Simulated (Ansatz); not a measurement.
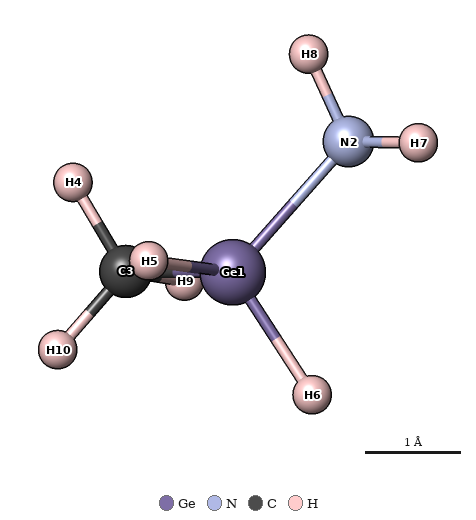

*The input geometry (ball-and-stick view, seen at a tilt; atoms are numbered from 1 in the order of the input). Sticks mark near contacts.*

# Single-point calculation of CH7GeN

CH7GeN, computed with RKS PBE0-D4/def2-TZVPP (Ansatz 0.2.0).

The geometry is the reactant side of a reaction. The reaction was set up to form N2–H4 and to break Ge1–N2 and C3–H4 (atoms counted from 1 in the order of the input); sticks are drawn by distance alone. The geometry comes from this level: PBE0-D4/def2-TZVP.

### Output
```
Functional definition: PBE0
  name "PBE0"
  cite "Adamo & Barone, J. Chem. Phys. 110, 6158 (1999) doi:10.1063/1.478522"
  cite "Perdew, Burke & Ernzerhof, Phys. Rev. Lett. 77, 3865 (1996) doi:10.1103/PhysRevLett.77.3865"
  parent pbe
  parameter a = 0.25
  parameter kappa = 0.804
  parameter beta = 0.06672455060314922
  exchange = (1 - a)*pbe_x(kappa = kappa, mu = beta*pi^2/3) + a*exact_x
  correlation = pbe_c(beta = beta)
1149 factors; their error is unknown
mean field evaluation 1: about -59139.9015 eV, gradient 7.4e1 eV
mean field evaluation 2: about -59128.1248 eV, gradient 9.9e1 eV
mean field evaluation 4: about -59150.2993 eV, gradient 5.9e0 eV
mean field evaluation 8: about -59150.3751 eV, gradient 5.9e-2 eV
mean field evaluation 16: about -59150.6431 eV, gradient 7.2e-5 eV
mean field -59150.64309658 eV, -2173.7460400534 hartree, gradient 7.2e-5 eV, S^2 0.000000; 0 other end points of the search recorded, 0 dependent functions left out
reference -59150.64312621 eV, -2173.7460411422 hartree; 26, 26 occupied and 182, 182 virtual orbitals, 1149 factors
Total energy: -59150.77365007 eV, -2173.7508378057 hartree
```

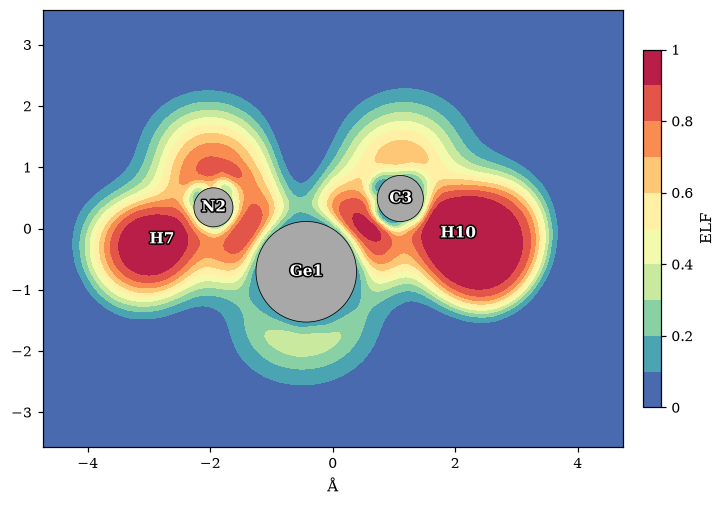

*ELF on the plane of atoms Ge1, C3 and H10. Grey discs, where drawn, cover atomic cores.*

Ge–N (1.85 Å): the ELF peaks at about 0.90 in the valence shell of N, 0.6 Å from its nucleus, and is about 0.45 at the midpoint. C–Ge (1.95 Å): the ELF peaks at about 0.95 in the valence shell of C, 0.7 Å from its nucleus, and is about 0.70 at the midpoint.

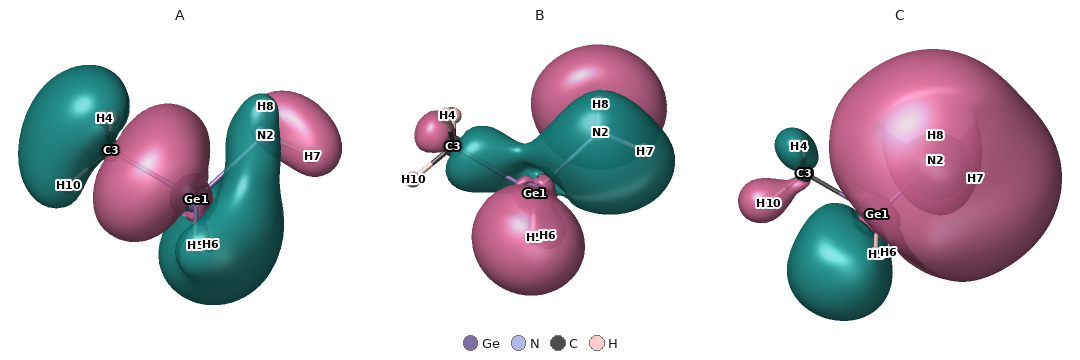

*Three frontier orbitals at ±0.06 Å⁻³ᐟ² (teal and pink are the two phases).*

A is the HOMO−1 (−8.86 eV). It lies mainly on C3 (40 %), Ge1 (30 %) and H6 (10 %). B is the HOMO (−7.16 eV). C is the LUMO (0.76 eV). By Hirshfeld shares it lies mainly on Ge1 (30 %), H8 (20 %), H7 (20 %) and N2 (15 %). The HOMO–LUMO gap is 7.92 eV between the orbital energies.

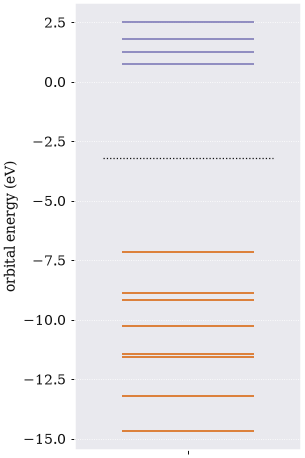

*Orbital energies near the frontier; the dotted line parts filled from empty levels, and levels within 0.02 eV of each other stand side by side.*

Highest filled −7.16 eV, lowest empty 0.76 eV, 7.92 eV apart.

The run was set up as follows.

### Input file
```yaml
crystal:
  periodic: [false, false, false]
  atoms:
    - {symbol: Ge, position_ang: [-0.270665, 0.097498, 0.644361]}
    - {symbol: N, position_ang: [1.466329, -0.527170, 0.703260]}
    - {symbol: C, position_ang: [-0.819459, 0.107232, -1.222524]}
    - {symbol: H, position_ang: [-0.193777, 0.792760, -1.796737]}
    - {symbol: H, position_ang: [-0.439551, 1.518247, 1.244268]}
    - {symbol: H, position_ang: [-1.100794, -0.888858, 1.487003]}
    - {symbol: H, position_ang: [1.796495, -0.722425, 1.638758]}
    - {symbol: H, position_ang: [2.136224, 0.087862, 0.260652]}
    - {symbol: H, position_ang: [-0.717134, -0.893949, -1.642159]}
    - {symbol: H, position_ang: [-1.857668, 0.428800, -1.316880]}
basis:
  gaussian: {orbitals: def2-TZVPP}
hamiltonian: {xc: pbe0, dispersion: d4}
output: {orbitals: {seedname: orbitals}}
```

Run as:
```bash
ansatz run in.yaml --threads 4 --pin off --events-out ev --progress --plain --max-ram 9574MiB
```

### Key numbers

```csv
quantity,value
outcome,converged
total energy,−59150.7737 eV
mean-field energy,−59150.6431 eV
dispersion energy,−0.1305 eV
SCF solution under orbital rotations,stable
HOMO,−7.16 eV
LUMO,0.76 eV
hardware,"4 threads of Arm Neoverse V2, 23 GiB of memory available, shared host"
wall time,1.7 s (CPU time 6.2 s)
peak memory,0.43 GiB
```
